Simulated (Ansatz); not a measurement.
# CH6BSn (charge +1): what the fields show

```xyz
9

B    -0.4087    0.5554   -1.5132
C    -0.0070    1.0812   -0.2517
Sn    0.2113   -1.0163    0.9042
H    -0.7412    0.0344   -2.5375
H    -0.7743    1.6163    0.3489
H     1.0038    1.5344   -0.1658
H     1.6284   -1.6693    0.2048
H    -1.2539   -1.8316    0.5584
H     0.3416   -0.3047    2.4521
```

Core potentials replace the inner electrons of Sn.

The calculation used RKS PBE-D4/def2-SVP (Ansatz 0.2.0).

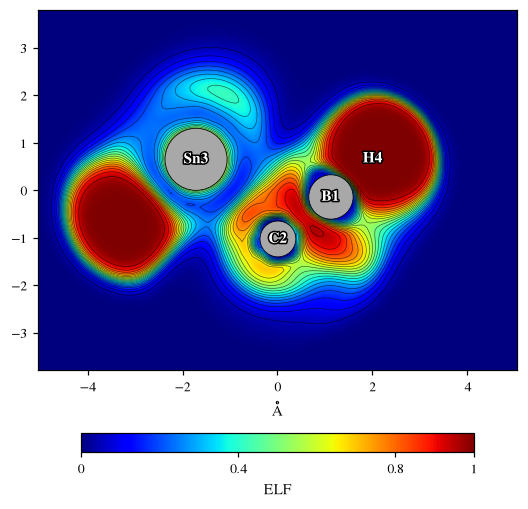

Figure 1. ELF on the plane of atoms B1, C2 and Sn3. Grey discs cover the atomic cores.

### Read the bonding off the picture.

- Atoms in the plane: B, C, Sn and H.
- C–B (1.42 Å): the ELF peaks at about 0.95 between the atoms (a covalent bond).
- C–Sn (2.40 Å): the ELF peaks at about 0.85 in the valence shell of C, 0.8 Å from its nucleus, and drops to about 0.15 between the two atoms.
- B–H (1.20 Å): the ELF climbs to about 1 towards the hydrogen, as it does in any bond to H: a covalent bond by its length.

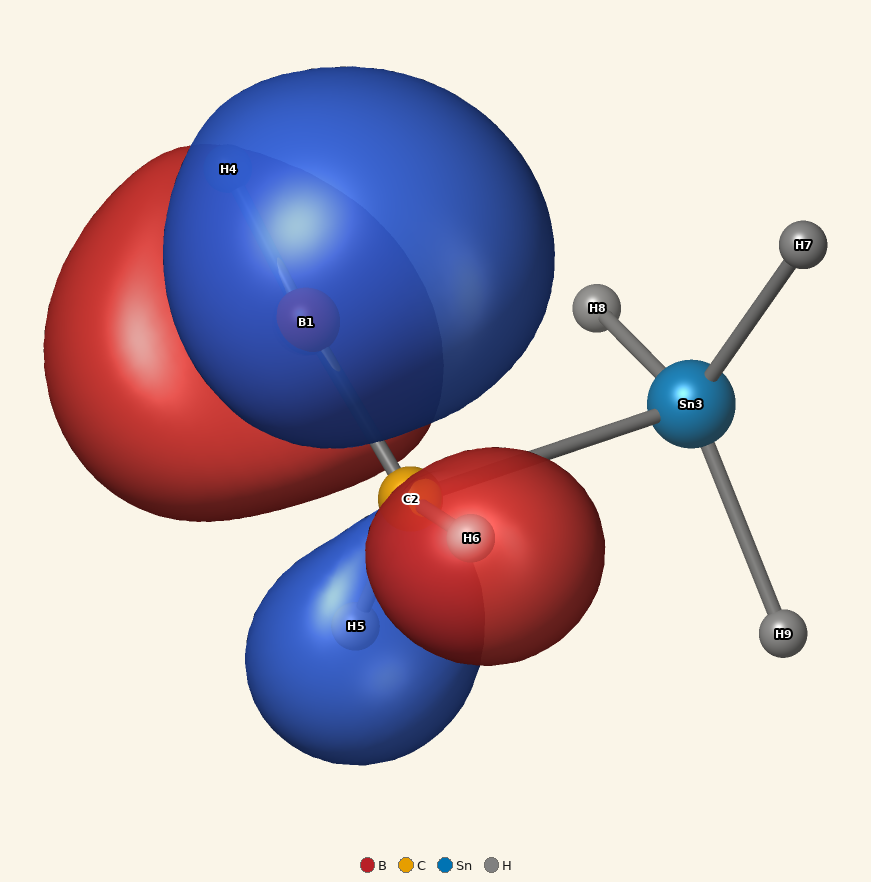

Figure 2. The LUMO at ±0.08 Å⁻³ᐟ² (red and blue are the two phases), seen at a tilt.

### Describe this orbital and give its energy.

It lies mainly on B1 (about 65 %), C2 (about 15 %) and H4 (about 5 %). Its energy is −8.65 eV.

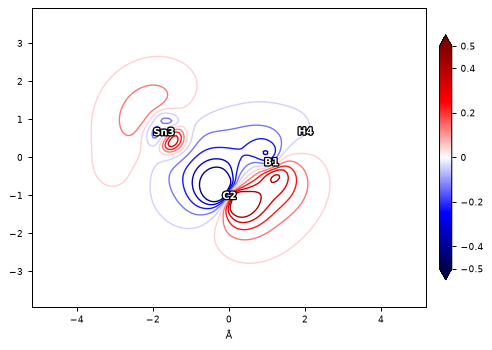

Figure 3. The HOMO−1 on the plane of atoms B1, C2 and Sn3 (values in Å⁻³ᐟ²; the overall sign is arbitrary).

### Where does this orbital lie, and at what energy?

Its weight (Hirshfeld) is mainly on C2 (about 40 %), Sn3 (about 25 %), B1 (about 20 %) and H7 (about 10 %). Its energy is −13.04 eV.
